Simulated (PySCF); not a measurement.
Species, as SMILES: [Al][Cl] (Al-Cl) (closed-shell singlet).
Geometry (B3LYP-D3(BJ)/def2-TZVP, fixed):
```xyz
2

Al     0.0000     0.0000    -1.2241
Cl     0.0000     0.0000     0.9361
```

Basis-set convergence of the mean static polarisability at PBE with PySCF. All functions are spherical. Density fitting with generated auxiliary sets. No added dispersion term, no relativity. Reference: the value in aug-pcseg-3, 55.41 bohr³, itself unsure by roughly 0.2 % (its mean distance from aug-cc-pV(Q+d)Z, aug-pcseg-2, aug-cc-pV(T+d)Z). Deviations are taken from unrounded values.

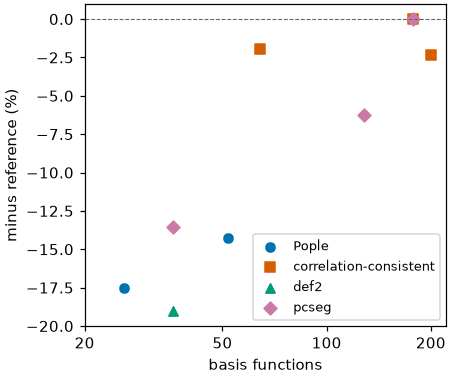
Figure: Deviation from the reference against the number of basis functions, by family of sets.

```json
[
 {"basis": "3-21G", "functions": "26", "mean static polarisability (bohr³)": "45.70", "minus reference (%)": "-17.5"},
 {"basis": "def2-SVP", "functions": "36", "mean static polarisability (bohr³)": "44.86", "minus reference (%)": "-19.1"},
 {"basis": "pcseg-1", "functions": "36", "mean static polarisability (bohr³)": "47.91", "minus reference (%)": "-13.5"},
 {"basis": "6-311G**", "functions": "52", "mean static polarisability (bohr³)": "47.52", "minus reference (%)": "-14.3"},
 {"basis": "aug-cc-pV(D+d)Z", "functions": "64", "mean static polarisability (bohr³)": "54.34", "minus reference (%)": "-1.9"},
 {"basis": "pcseg-3", "functions": "128", "mean static polarisability (bohr³)": "51.96", "minus reference (%)": "-6.2"},
 {"basis": "aug-cc-pV(Q+d)Z", "functions": "178", "mean static polarisability (bohr³)": "55.41", "minus reference (%)": "0.0"},
 {"basis": "aug-pcseg-3", "functions": "178", "mean static polarisability (bohr³)": "55.41", "minus reference (%)": "0.0"},
 {"basis": "cc-pV(5+d)Z", "functions": "200", "mean static polarisability (bohr³)": "54.11", "minus reference (%)": "-2.4"}
]
```
